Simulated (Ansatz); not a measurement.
## In3O3F3: geometry relaxation

The run: geometry relaxation of In3O3F3 ((FInO)3 ring). Method and program: RKS r2SCAN-D4/def2-SVP (Ansatz 0.2.0).

The geometry: GFN2-xTB start. Figures and captions count atoms from 1; the log counts them from 0 in places.

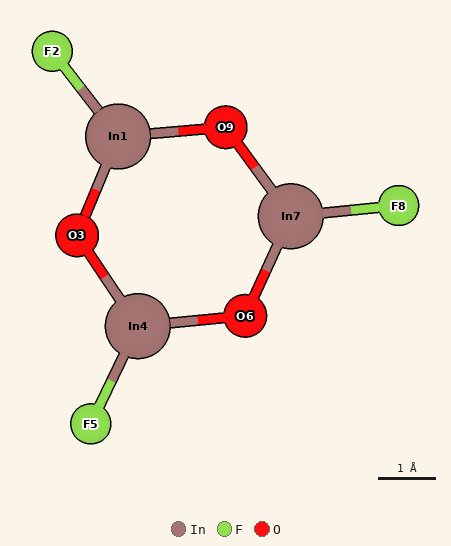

*The structure as given in the input (ball-and-stick view, seen on its broad side; atoms are numbered from 1 in the order of the input). Sticks mark near contacts.*

Bond lengths as drawn: F–In 1.93 Å and In–O 1.96 Å.

Key numbers:

```tsv
quantity	value
outcome	converged
total energy	−29804.9499 eV
mean-field energy	−29804.8775 eV
dispersion energy	−0.0724 eV
HOMO	−7.79 eV
LUMO	−4.40 eV
largest force (length of the vector) at the end	0.005 eV/Å
dipole moment	0.01 D
hardware	2 CPU threads, shared host
wall time	38 s (CPU time 71 s)
peak memory	0.29 GiB
```

Input:
```yaml
crystal:
  periodic: [false, false, false]
  atoms:
    - {symbol: In, position_ang: [0.570980, -0.781890, 1.704160]}
    - {symbol: F, position_ang: [1.112950, -1.229350, 3.498020]}
    - {symbol: O, position_ang: [-1.323730, -0.752450, 1.217450]}
    - {symbol: In, position_ang: [-1.909060, 0.180040, -0.401320]}
    - {symbol: F, position_ang: [-3.751820, 0.697710, -0.623620]}
    - {symbol: O, position_ang: [-0.567990, 0.764110, -1.699130]}
    - {symbol: In, position_ang: [1.338950, 0.512320, -1.345860]}
    - {symbol: F, position_ang: [2.630670, 0.787120, -2.748990]}
    - {symbol: O, position_ang: [1.899050, -0.177600, 0.399290]}
basis:
  gaussian: {orbitals: def2-SVP}
hamiltonian: {xc: r2scan, dispersion: d4}
scf: {lower_state_search: "off"}
output: {orbitals: {seedname: orbitals}}
relax: {f_tol: 0.02, max_steps: 100}
```

Launch command:
```bash
ansatz run in.yaml --threads 2 --pin off --events-out ev --progress --plain --max-ram 20480MiB --backend cpu
```

What the program printed:
```
Functional definition: r2SCAN
  name "r2SCAN"
  cite "Furness, Kaplan, Ning, Perdew & Sun, J. Phys. Chem. Lett. 11, 8208 (2020) doi:10.1021/acs.jpclett.0c02405"
  cite "Furness, Kaplan, Ning, Perdew & Sun, J. Phys. Chem. Lett. 11, 9248 (2020) doi:10.1021/acs.jpclett.0c03077"
  parent r2scan
  parameter k0 = 0.174
  parameter k1 = 0.065
  parameter a1 = 4.9479
  exchange = r2scan_x(k0 = k0, k1 = k1, a1 = a1)
  correlation = r2scan_c
these checks for a lower state are left out or cut short: stability, starts, cluster_reference, orbital_swaps, neighbouring_geometries, increment
1821 factors; their error is unknown
mean field evaluation 1: about -29776.4207 eV, gradient 1.2e2 eV
mean field evaluation 2: about -29569.4235 eV, gradient 2.9e2 eV
mean field evaluation 4: about -29803.5019 eV, gradient 2.7e1 eV
mean field evaluation 8: about -29804.7575 eV, gradient 4.6e-1 eV
mean field evaluation 16: about -29804.7153 eV, gradient 2.5e-3 eV
mean field -29804.71529345 eV, -1095.3030846725 hartree, gradient 2.0e-6 eV, S^2 0.000000; 0 other end points of the search recorded, 0 dependent functions left out
the calculation of the forces begins
reference -29804.71531781 eV, -1095.3030855680 hartree; 57, 57 occupied and 105, 105 virtual orbitals, 1821 factors
relax step   1: F+E_penalty+E_count = -29804.78927475 eV  Δ(F+E_penalty+E_count) = +0.000e0 eV  max|allowed force component| = 8.102e-1 eV/Å  Δτ_max = 0.0000 Å  (22 SCF iters, accepted)
these checks for a lower state are left out or cut short: stability, starts, cluster_reference, orbital_swaps, neighbouring_geometries, increment
1821 factors; their error is unknown
mean field evaluation 32: about -29804.8579 eV, gradient 1.0e-6 eV
mean field -29804.85786526 eV, -1095.3083240899 hartree, gradient 1.1e-6 eV, S^2 0.000000; 0 other end points of the search recorded, 0 dependent functions left out
the calculation of the forces begins
reference -29804.85788972 eV, -1095.3083249889 hartree; 57, 57 occupied and 105, 105 virtual orbitals, 1821 factors
relax step   2: F+E_penalty+E_count = -29804.93035528 eV  Δ(F+E_penalty+E_count) = -1.411e-1 eV  max|allowed force component| = 9.995e-2 eV/Å  Δτ_max = 0.0865 Å  (22 SCF iters, accepted)
these checks for a lower state are left out or cut short: stability, starts, cluster_reference, orbital_swaps, neighbouring_geometries, increment
1821 factors; their error is unknown
mean field -29804.86596678 eV, -1095.3086218154 hartree, gradient 7.0e-7 eV, S^2 0.000000; 0 other end points of the search recorded, 0 dependent functions left out
the calculation of the forces begins
reference -29804.86599131 eV, -1095.3086227169 hartree; 57, 57 occupied and 105, 105 virtual orbitals, 1821 factors
relax step   3: F+E_penalty+E_count = -29804.93842269 eV  Δ(F+E_penalty+E_count) = -8.067e-3 eV  max|allowed force component| = 4.301e-2 eV/Å  Δτ_max = 0.0310 Å  (23 SCF iters, accepted)
these checks for a lower state are left out or cut short: stability, starts, cluster_reference, orbital_swaps, neighbouring_geometries, increment
1821 factors; their error is unknown
mean field -29804.87568640 eV, -1095.3089790050 hartree, gradient 2.4e-6 eV, S^2 0.000000; 0 other end points of the search recorded, 0 dependent functions left out
the calculation of the forces begins
reference -29804.87571098 eV, -1095.3089799082 hartree; 57, 57 occupied and 105, 105 virtual orbitals, 1821 factors
relax step   4: F+E_penalty+E_count = -29804.94810236 eV  Δ(F+E_penalty+E_count) = -9.680e-3 eV  max|allowed force component| = 1.692e-2 eV/Å  Δτ_max = 0.1797 Å  (21 SCF iters, accepted)
these checks for a lower state are left out or cut short: stability, starts, cluster_reference, orbital_swaps, neighbouring_geometries, increment
1821 factors; their error is unknown
mean field -29804.87562922 eV, -1095.3089769034 hartree, gradient 1.6e-6 eV, S^2 0.000000; 0 other end points of the search recorded, 0 dependent functions left out
the calculation of the forces begins
reference -29804.87565381 eV, -1095.3089778071 hartree; 57, 57 occupied and 105, 105 virtual orbitals, 1821 factors
relax step   5: F+E_penalty+E_count = -29804.94794019 eV  Δ(F+E_penalty+E_count) = +1.622e-4 eV  max|allowed force component| = 9.235e-2 eV/Å  Δτ_max = 0.1834 Å  (22 SCF iters, rejected (line search))
these checks for a lower state are left out or cut short: stability, starts, cluster_reference, orbital_swaps, neighbouring_geometries, increment
1821 factors; their error is unknown
mean field -29804.87729366 eV, -1095.3090380707 hartree, gradient 2.6e-6 eV, S^2 0.000000; 0 other end points of the search recorded, 0 dependent functions left out
the calculation of the forces begins
reference -29804.87731826 eV, -1095.3090389744 hartree; 57, 57 occupied and 105, 105 virtual orbitals, 1821 factors
relax step   6: F+E_penalty+E_count = -29804.94966795 eV  Δ(F+E_penalty+E_count) = -1.566e-3 eV  max|allowed force component| = 2.954e-2 eV/Å  Δτ_max = 0.0897 Å  (21 SCF iters, accepted)
these checks for a lower state are left out or cut short: stability, starts, cluster_reference, orbital_swaps, neighbouring_geometries, increment
1821 factors; their error is unknown
mean field evaluation 64: about -29804.8768 eV, gradient 1.2e-1 eV
mean field -29804.87680197 eV, -1095.3090200011 hartree, gradient 1.5e-6 eV, S^2 0.000000; 0 other end points of the search recorded, 0 dependent functions left out
the calculation of the forces begins
reference -29804.87682655 eV, -1095.3090209046 hartree; 57, 57 occupied and 105, 105 virtual orbitals, 1821 factors
relax step   7: F+E_penalty+E_count = -29804.94922711 eV  Δ(F+E_penalty+E_count) = +4.408e-4 eV  max|allowed force component| = 3.693e-2 eV/Å  Δτ_max = 0.0239 Å  (23 SCF iters, rejected (line search))
these checks for a lower state are left out or cut short: stability, starts, cluster_reference, orbital_swaps, neighbouring_geometries, increment
1821 factors; their error is unknown
mean field -29804.87750557 eV, -1095.3090458581 hartree, gradient 1.6e-6 eV, S^2 0.000000; 0 other end points of the search recorded, 0 dependent functions left out
the calculation of the forces begins
reference -29804.87753016 eV, -1095.3090467617 hartree; 57, 57 occupied and 105, 105 virtual orbitals, 1821 factors
relax step   8: F+E_penalty+E_count = -29804.94991279 eV  Δ(F+E_penalty+E_count) = -2.448e-4 eV  max|allowed force component| = 3.441e-3 eV/Å  Δτ_max = 0.0116 Å  (23 SCF iters, accepted)
```

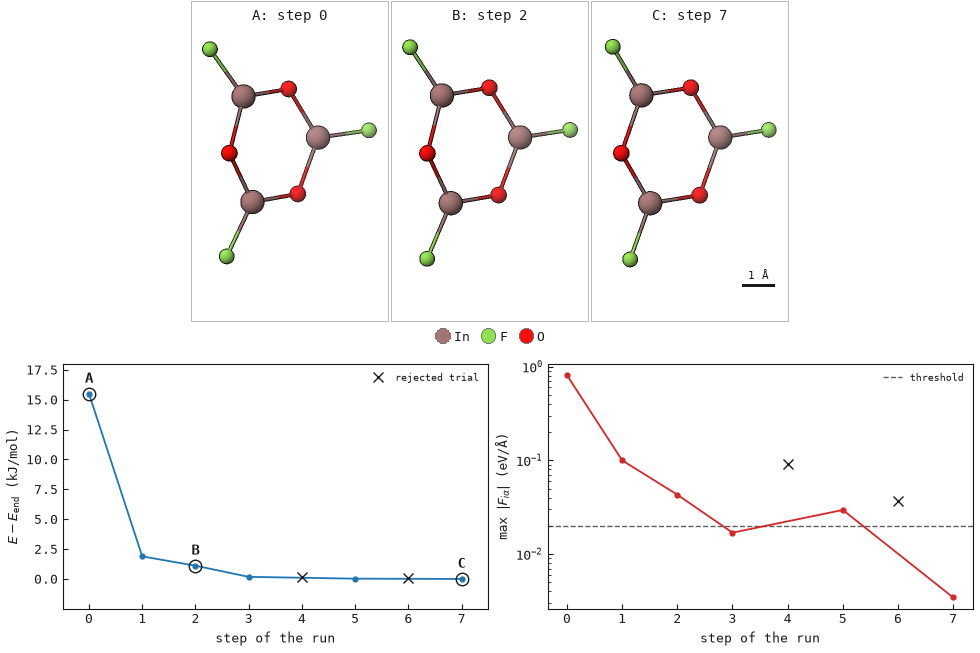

*Frames of the relaxation (ball-and-stick view, seen at a tilt) above the curves, on which the letters mark them (the first geometry is step 0 here and step 1 in the log).*

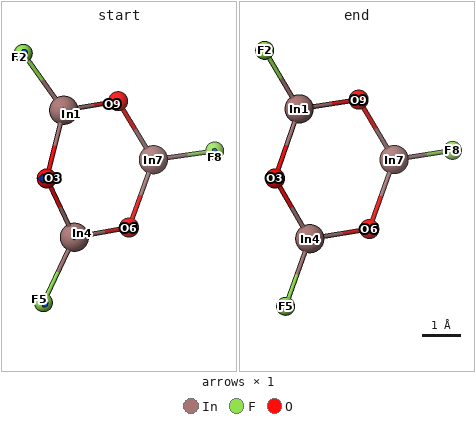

*Before (left) and after (right) the relaxation, at one scale (ball-and-stick view, seen at a tilt). The blue arrows give the displacements, at true length.*

After 7 geometry steps the energy has fallen by 15.5 kJ/mol. Largest force component: 0.81 eV/Å at the start, 0.0034 eV/Å at the end. The line search rejected the trial steps at points 4, 6 (counted from 0) and went back. O3 moves most after the best rigid fit: 0.33 Å. Largest moves by element: O 0.33 Å, F 0.21 Å, In 0.10 Å. Among the contacts that change: In1–O3 1.956 → 1.999 Å, In1–F2 1.927 → 1.945 Å. (Atoms are counted from 1 in the order of the input.)

```
Total energy: -29804.94993738 eV, -1095.3117076779 hartree
Atom 0 at     0.587196    -0.725001     1.770952 Å, force     0.002247    -0.000799     0.003154 eV/Å
Atom 1 at     1.157633    -1.420034     3.495701 Å, force    -0.000467    -0.001817     0.001310 eV/Å
Atom 2 at    -1.357582    -0.468153     1.386669 Å, force     0.001110     0.002083    -0.000215 eV/Å
Atom 3 at    -1.947828     0.267330    -0.375838 Å, force    -0.002766     0.003441    -0.001006 eV/Å
Atom 4 at    -3.839879     0.538658    -0.735966 Å, force    -0.002307    -0.001984    -0.000209 eV/Å
Atom 5 at    -0.585117     0.726008    -1.764471 Å, force     0.000835    -0.001562     0.000432 eV/Å
Atom 6 at     1.360996     0.455535    -1.396497 Å, force     0.001103    -0.000437    -0.001791 eV/Å
Atom 7 at     2.682314     0.888963    -2.756429 Å, force     0.001204     0.001405    -0.000740 eV/Å
Atom 8 at     1.942267    -0.263296     0.375878 Å, force    -0.000959    -0.000329    -0.000935 eV/Å
Dipole moment:     0.000928    -0.002139    -0.002046 e Å
Checks for a lower state left out: stability, starts, cluster_reference, orbital_swaps, neighbouring_geometries, increment
```

Trajectory as extended XYZ (Å, eV, eV/Å), 8 frames, from step=1 to step=8:
```
9
Properties=species:S:1:pos:R:3:forces:R:3 step=1 energy=-29804.78927
In    0.5710   -0.7819    1.7042    0.1906  -0.1052   0.5491
F     1.1130   -1.2293    3.4980    0.1415  -0.1826   0.4390
O    -1.3237   -0.7524    1.2174   -0.5933  -0.4262   0.4618
In   -1.9091    0.1800   -0.4013   -0.5810   0.1794  -0.0258
F    -3.7518    0.6977   -0.6236   -0.4796   0.0568  -0.0890
O    -0.5680    0.7641   -1.6991   -0.2519   0.3697  -0.7514
In    1.3390    0.5123   -1.3459    0.4287   0.0106  -0.4185
F     2.6307    0.7871   -2.7490    0.3349   0.1316  -0.3314
O     1.8990   -0.1776    0.3993    0.8102  -0.0342   0.1662
9
Properties=species:S:1:pos:R:3:forces:R:3 step=2 energy=-29804.93036
In    0.5855   -0.7696    1.7611   -0.0025   0.0657  -0.0443
F     1.1380   -1.2830    3.5544   -0.0030  -0.0281  -0.0288
O    -1.3426   -0.7404    1.2440   -0.0818  -0.0166   0.0820
In   -1.9578    0.2218   -0.3939    0.0574   0.0423   0.0227
F    -3.8315    0.6794   -0.6518    0.0231  -0.0419  -0.0124
O    -0.5756    0.7703   -1.7260   -0.0352   0.0384  -0.0991
In    1.3728    0.4858   -1.3961   -0.0471  -0.0611   0.0382
F     2.6847    0.8223   -2.7926   -0.0108   0.0188   0.0239
O     1.9264   -0.1866    0.4010    0.0999  -0.0175   0.0180
9
Properties=species:S:1:pos:R:3:forces:R:3 step=3 energy=-29804.93842
In    0.5840   -0.7500    1.7596    0.0064  -0.0066   0.0021
F     1.1412   -1.3041    3.5400   -0.0057  -0.0087  -0.0291
O    -1.3529   -0.7200    1.2649   -0.0132   0.0430   0.0359
In   -1.9482    0.2392   -0.3851   -0.0080  -0.0024  -0.0094
F    -3.8286    0.6557   -0.6653    0.0268  -0.0225  -0.0039
O    -0.5805    0.7751   -1.7407   -0.0043   0.0013  -0.0177
In    1.3642    0.4683   -1.3940   -0.0070   0.0040   0.0087
F     2.6795    0.8273   -2.7822   -0.0103   0.0025   0.0148
O     1.9414   -0.1915    0.4027    0.0154  -0.0106  -0.0013
9
Properties=species:S:1:pos:R:3:forces:R:3 step=4 energy=-29804.94810
In    0.5868   -0.7350    1.7666    0.0025   0.0011   0.0031
F     1.1555   -1.3786    3.5118    0.0006  -0.0083  -0.0030
O    -1.3597   -0.5601    1.3466   -0.0001   0.0169   0.0076
In   -1.9481    0.2566   -0.3804   -0.0024   0.0034  -0.0001
F    -3.8365    0.5825   -0.7136   -0.0009  -0.0087  -0.0048
O    -0.5839    0.7446   -1.7576   -0.0001  -0.0034  -0.0006
In    1.3613    0.4610   -1.3943    0.0017  -0.0002  -0.0020
F     2.6807    0.8655   -2.7652   -0.0001   0.0035   0.0018
O     1.9440   -0.2365    0.3862   -0.0013  -0.0043  -0.0019
9
Properties=species:S:1:pos:R:3:forces:R:3 step=5 energy=-29804.94794 accepted=F
In    0.5890   -0.7146    1.7774   -0.0880  -0.0077   0.0121
F     1.1655   -1.4582    3.4832   -0.0241   0.0339  -0.0564
O    -1.3597   -0.3936    1.4235    0.0909   0.0188  -0.0924
In   -1.9492    0.2819   -0.3711   -0.0313  -0.0430   0.0761
F    -3.8459    0.5025   -0.7610    0.0839  -0.0015   0.0247
O    -0.5857    0.7088   -1.7701   -0.0197  -0.0009   0.0120
In    1.3607    0.4465   -1.4004    0.0195   0.0170  -0.0083
F     2.6845    0.9102   -2.7491   -0.0139  -0.0106   0.0112
O     1.9406   -0.2835    0.3676   -0.0173  -0.0059   0.0211
9
Properties=species:S:1:pos:R:3:forces:R:3 step=6 energy=-29804.94967
In    0.5872   -0.7276    1.7701   -0.0207   0.0037   0.0095
F     1.1598   -1.4151    3.4981   -0.0068   0.0029  -0.0175
O    -1.3608   -0.4792    1.3854    0.0294   0.0099  -0.0295
In   -1.9482    0.2637   -0.3774   -0.0092   0.0027   0.0248
F    -3.8401    0.5457   -0.7352    0.0198  -0.0089   0.0029
O    -0.5850    0.7283   -1.7643    0.0012  -0.0051   0.0094
In    1.3614    0.4591   -1.3954    0.0034  -0.0086  -0.0067
F     2.6825    0.8851   -2.7584   -0.0046   0.0028   0.0067
O     1.9433   -0.2601    0.3771   -0.0125   0.0006   0.0004
9
Properties=species:S:1:pos:R:3:forces:R:3 step=7 energy=-29804.94923 accepted=F
In    0.5873   -0.7175    1.7742    0.0093  -0.0111  -0.0324
F     1.1562   -1.4294    3.4911    0.0094  -0.0057   0.0328
O    -1.3559   -0.4563    1.3901   -0.0117   0.0153   0.0203
In   -1.9473    0.2811   -0.3701    0.0289  -0.0347  -0.0266
F    -3.8395    0.5254   -0.7403   -0.0369   0.0173  -0.0015
O    -0.5853    0.7230   -1.7650    0.0009   0.0008   0.0010
In    1.3605    0.4434   -1.4015   -0.0102   0.0301   0.0247
F     2.6826    0.8965   -2.7533    0.0099  -0.0077  -0.0152
O     1.9414   -0.2661    0.3748    0.0004  -0.0043  -0.0030
9
Properties=species:S:1:pos:R:3:forces:R:3 step=8 energy=-29804.94991
In    0.5872   -0.7250    1.7710    0.0022  -0.0008   0.0032
F     1.1576   -1.4200    3.4957   -0.0005  -0.0018   0.0013
O    -1.3576   -0.4682    1.3867    0.0011   0.0021  -0.0002
In   -1.9478    0.2673   -0.3758   -0.0028   0.0034  -0.0010
F    -3.8399    0.5387   -0.7360   -0.0023  -0.0020  -0.0002
O    -0.5851    0.7260   -1.7645    0.0008  -0.0016   0.0004
In    1.3610    0.4555   -1.3965    0.0011  -0.0004  -0.0018
F     2.6823    0.8890   -2.7564    0.0012   0.0014  -0.0007
O     1.9423   -0.2633    0.3759   -0.0010  -0.0003  -0.0009
```

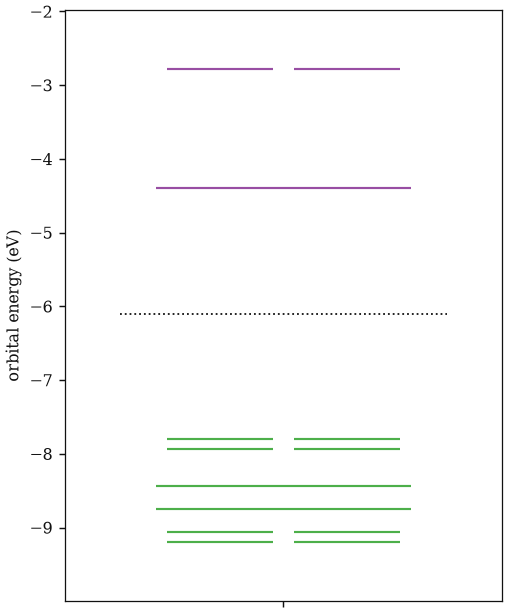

*Orbital energies near the frontier; the dotted line parts filled from empty levels, and levels within 0.02 eV of each other stand side by side.*

Highest filled −7.79 eV, lowest empty −4.40 eV, 3.39 eV apart.

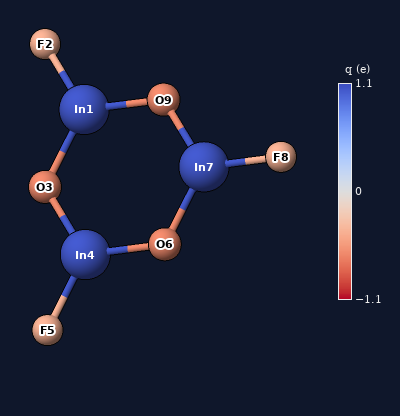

*Mulliken charges, as the colour of each atom (ball-and-stick view, seen at a tilt; atoms are numbered from 1 in the order of the input).*

By element: In +1.03, F −0.41 and O −0.63 e.
